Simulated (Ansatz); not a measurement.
# C3H9BO3 (trimethyl borate) at CCSDT/ANO-RCC-MB (sfX2C, start density atoms)

Aim: the energy difference between two shapes of C3H9BO3 (trimethyl borate) at CCSDT/ANO-RCC-MB (sfX2C, start density atoms), from 2 runs. 

The calculation is run with Ansatz 0.2.0.

3 further runs of the same task are left out: 2 that didn't finish, 1 set aside as unsound or not needed. Runs told in other sessions of the task aren't counted.

## 1. The structure to begin with

The species is C3H9BO3 (16 atoms), meant as a singlet with charge 0. As SMILES, `COB(OC)OC`. The coordinates come from a PBE0-D4/def2-TZVP relaxation.

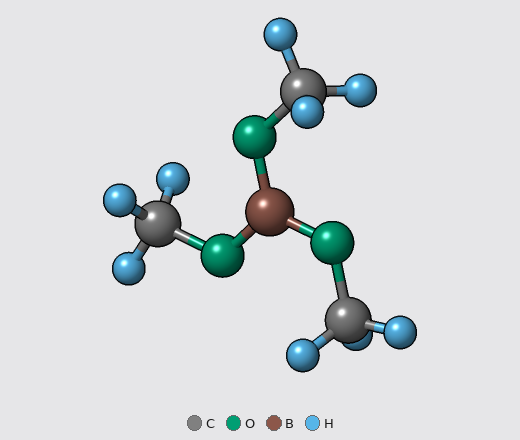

The structure, seen from a chosen angle (carbon grey, oxygen teal, boron brown, hydrogen blue).

## 2. A single-point energy at CCSDT/ANO-RCC-MB (sfX2C, start density atoms)

Contents of in.yaml:

```yaml
crystal:
  periodic: [false, false, false]
  atoms:
    - {symbol: C, position_ang: [0.495720, -0.646730, -2.262610]}
    - {symbol: O, position_ang: [-0.175840, 0.182850, -1.338690]}
    - {symbol: B, position_ang: [0.000140, 0.000100, 0.000000]}
    - {symbol: O, position_ang: [0.825800, -0.985800, 0.450290]}
    - {symbol: C, position_ang: [1.010960, -1.178550, 1.836440]}
    - {symbol: O, position_ang: [-0.650070, 0.802840, 0.888440]}
    - {symbol: C, position_ang: [-1.506700, 1.825270, 0.426170]}
    - {symbol: H, position_ang: [1.580410, -0.565040, -2.153520]}
    - {symbol: H, position_ang: [0.214930, -1.695090, -2.131270]}
    - {symbol: H, position_ang: [0.211110, -0.322610, -3.263990]}
    - {symbol: H, position_ang: [1.432620, -0.286900, 2.307940]}
    - {symbol: H, position_ang: [0.066710, -1.416360, 2.333400]}
    - {symbol: H, position_ang: [1.702440, -2.011880, 1.963760]}
    - {symbol: H, position_ang: [-0.965900, 2.546210, -0.192620]}
    - {symbol: H, position_ang: [-2.330740, 1.415550, -0.163930]}
    - {symbol: H, position_ang: [-1.911590, 2.336140, 1.300180]}
basis:
  gaussian: {orbitals: ANO-RCC-MB.json}
correlation: {method: ccsdt}
```

The basis set ANO-RCC-MB is read from a file made from the Basis Set Exchange's data (not shown).

Launch:

```
$ ansatz run in.yaml --threads 1 --pin off --max-ram 3480MiB --events-out events.jsonl --progress --plain --runs-dir runs
```

The log of the run:

```text
Warning: RAYON_NUM_THREADS=1 ignored (pool sized by the plan → 1); use --threads N
Functional definition: HF
  name "HF"
  exchange = exact_x
  correlation = 0
954 factors; integrals over basis functions are off by at most 2.9e-8 eV
mean field evaluation 1: about -10011.1764 eV, gradient 3.2e1 eV
mean field evaluation 2: about -10011.5971 eV, gradient 3.2e1 eV
mean field evaluation 4: about -10015.0317 eV, gradient 1.6e0 eV
mean field evaluation 8: about -10015.0431 eV, gradient 8.7e-5 eV
mean field evaluation 16: about -10014.6211 eV, gradient 2.8e-2 eV
mean field -10015.04305230 eV, -368.0460437322 hartree, gradient 4.0e-6 eV, S^2 0.000000; 0 other end points of the search recorded, 0 dependent functions left out
7 core orbitals not correlated: weight in the atoms' cores, before any rotation towards them, 1.000 or more for the frozen orbitals, at most 0.000 for the correlated occupied ones
reference -10015.04305230 eV, -368.0460437322 hartree; 21, 21 occupied and 16, 16 virtual orbitals, 954 factors
second order -8.24871016 eV of doubles, -0.00000000 eV of singles
cycle   1  -9.42697435 eV  change    -1.2e0 eV  update   1.2e-1
cycle   2  -10.14885971 eV  change   -7.2e-1 eV  update   4.7e-2
cycle   3  -10.41958683 eV  change   -2.7e-1 eV  update   2.4e-2
cycle   4  -10.43347360 eV  change   -1.4e-2 eV  update   4.5e-3
cycle   5  -10.43268716 eV  change    7.9e-4 eV  update   2.1e-3
cycle   6  -10.43129562 eV  change    1.4e-3 eV  update   6.4e-4
cycle   7  -10.43111283 eV  change    1.8e-4 eV  update   2.6e-4
cycle   8  -10.43113870 eV  change   -2.6e-5 eV  update   8.3e-5
cycle   9  -10.43113183 eV  change    6.9e-6 eV  update   3.1e-5
cycle  10  -10.43112945 eV  change    2.4e-6 eV  update   9.7e-6
cycle  11  -10.43112985 eV  change   -4.1e-7 eV  update   3.3e-6
Total energy: -10025.47418216 eV, -368.4293806839 hartree
Relativity: scalar
```

It took 35 s on 1 thread of Arm Neoverse V2, shared host; peak memory 0.46 GiB.

## 3. The distorted shape at the same level

Contents of in.yaml:

```yaml
crystal:
  periodic: [false, false, false]
  atoms:
    - {symbol: C, position_ang: [0.434916, -0.652016, -2.224240]}
    - {symbol: O, position_ang: [-0.239024, 0.091080, -1.364147]}
    - {symbol: B, position_ang: [0.064597, -0.009916, -0.026883]}
    - {symbol: O, position_ang: [0.897581, -0.968554, 0.435305]}
    - {symbol: C, position_ang: [1.002451, -1.271088, 1.821355]}
    - {symbol: O, position_ang: [-0.627494, 0.720644, 0.876933]}
    - {symbol: C, position_ang: [-1.456174, 1.734025, 0.383726]}
    - {symbol: H, position_ang: [1.504862, -0.635493, -2.183616]}
    - {symbol: H, position_ang: [0.239993, -1.726818, -2.117806]}
    - {symbol: H, position_ang: [0.186873, -0.370887, -3.247511]}
    - {symbol: H, position_ang: [1.511270, -0.273635, 2.255431]}
    - {symbol: H, position_ang: [0.080143, -1.413021, 2.356296]}
    - {symbol: H, position_ang: [1.745740, -2.065544, 1.993634]}
    - {symbol: H, position_ang: [-1.012840, 2.472878, -0.200110]}
    - {symbol: H, position_ang: [-2.385026, 1.379510, -0.183164]}
    - {symbol: H, position_ang: [-1.902194, 2.333335, 1.265202]}
basis:
  gaussian: {orbitals: ANO-RCC-MB.json}
correlation: {method: ccsdt}
```

The basis set ANO-RCC-MB is read from a file made from the Basis Set Exchange's data (not shown).

Launch:

```
$ ansatz run in.yaml --threads 1 --pin off --max-ram 3480MiB --events-out events.jsonl --progress --plain --runs-dir runs
```

The log of the run:

```text
Warning: RAYON_NUM_THREADS=1 ignored (pool sized by the plan → 1); use --threads N
Functional definition: HF
  name "HF"
  exchange = exact_x
  correlation = 0
958 factors; integrals over basis functions are off by at most 2.9e-8 eV
mean field evaluation 1: about -10010.2419 eV, gradient 3.2e1 eV
mean field evaluation 2: about -10010.6618 eV, gradient 3.2e1 eV
mean field evaluation 4: about -10013.9067 eV, gradient 1.7e0 eV
mean field evaluation 8: about -10013.9180 eV, gradient 3.5e-2 eV
mean field evaluation 16: about -10013.4951 eV, gradient 2.4e-1 eV
mean field -10013.91798359 eV, -368.0046982197 hartree, gradient 2.5e-6 eV, S^2 0.000000; 0 other end points of the search recorded, 0 dependent functions left out
7 core orbitals not correlated: weight in the atoms' cores, before any rotation towards them, 1.000 or more for the frozen orbitals, at most 0.000 for the correlated occupied ones
reference -10013.91798359 eV, -368.0046982197 hartree; 21, 21 occupied and 16, 16 virtual orbitals, 958 factors
second order -8.34279972 eV of doubles, -0.00000000 eV of singles
cycle   1  -9.53939084 eV  change    -1.2e0 eV  update   1.2e-1
cycle   2  -10.27510639 eV  change   -7.4e-1 eV  update   4.7e-2
cycle   3  -10.54887128 eV  change   -2.7e-1 eV  update   2.4e-2
cycle   4  -10.56246777 eV  change   -1.4e-2 eV  update   4.5e-3
cycle   5  -10.56152222 eV  change    9.5e-4 eV  update   2.1e-3
cycle   6  -10.56023728 eV  change    1.3e-3 eV  update   6.3e-4
cycle   7  -10.56009789 eV  change    1.4e-4 eV  update   2.6e-4
cycle   8  -10.56013098 eV  change   -3.3e-5 eV  update   8.3e-5
cycle   9  -10.56012364 eV  change    7.3e-6 eV  update   3.3e-5
cycle  10  -10.56011972 eV  change    3.9e-6 eV  update   1.1e-5
cycle  11  -10.56011968 eV  change    4.1e-8 eV  update   4.1e-6
Total energy: -10024.47810327 eV, -368.3927754599 hartree
Relativity: scalar
```

Run time: 35 s. Hardware: 1 thread of Arm Neoverse V2, shared host; peak memory 0.46 GiB.

## 4. Summary of results

Level: CCSDT/ANO-RCC-MB (sfX2C, start density atoms), 7 core orbitals frozen.

```
                                                    quantity          value
                                   first shape: total energy  -368.42938 Eh
    first shape: correlation energy (7 core orbitals frozen)     -383.3 mEh
                                  first shape: T1 diagnostic          0.011
                               distorted shape: total energy  -368.39278 Eh
distorted shape: correlation energy (7 core orbitals frozen)     -388.1 mEh
                              distorted shape: T1 diagnostic          0.011
                      energy change with the atoms displaced       0.996 eV
```

With the atoms displaced the energy rises by 1.00 eV (23.0 kcal/mol). The first shape isn't relaxed at this level, so the change isn't measured from a minimum. The minimal basis adds a large error of its own.
